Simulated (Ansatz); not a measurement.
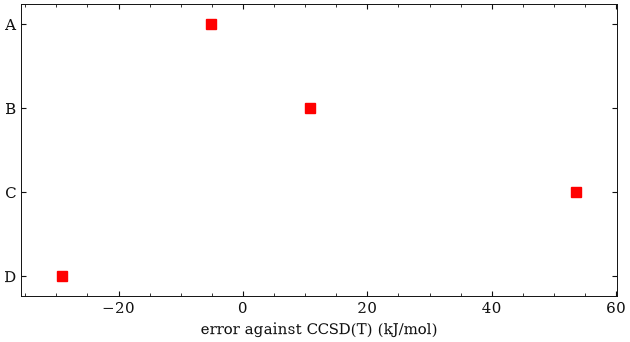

Error in the electronic atomisation energy (method less reference, so positive means overbinding) of CH₃ClOSi, SMILES O=C[SiH2]Cl: functionals in def2-TZVPP against frozen-core CCSD(T) at the limit (MP2 extrapolated from triple and quadruple zeta, plus CCSD(T) less MP2 in a smaller set), which gives 2491.3 kJ/mol, at a PBE0-D4/def2-TZVP geometry (a minimum by its frequencies), no zero-point or spin-orbit term, the Ansatz code 0.2.0. The reference leaves out core correlation, a term that grows with the number of heavy atoms. PBE-QIDH holds a correlation term that converges slowly with the basis, so part of the distance to the limit is basis error. No dispersion term is added to PBE-QIDH.

The letters stand for CAM-B3LYP-D4, PBE-D4, PBE-QIDH and ωB97X-V. Which is which?

A: CAM-B3LYP-D4 (−5.1 kJ/mol); B: ωB97X-V (10.8 kJ/mol); C: PBE-D4 (53.6 kJ/mol); D: PBE-QIDH (−29.1 kJ/mol).

Caveats, for all or some of the runs: one conformer of a flexible molecule.
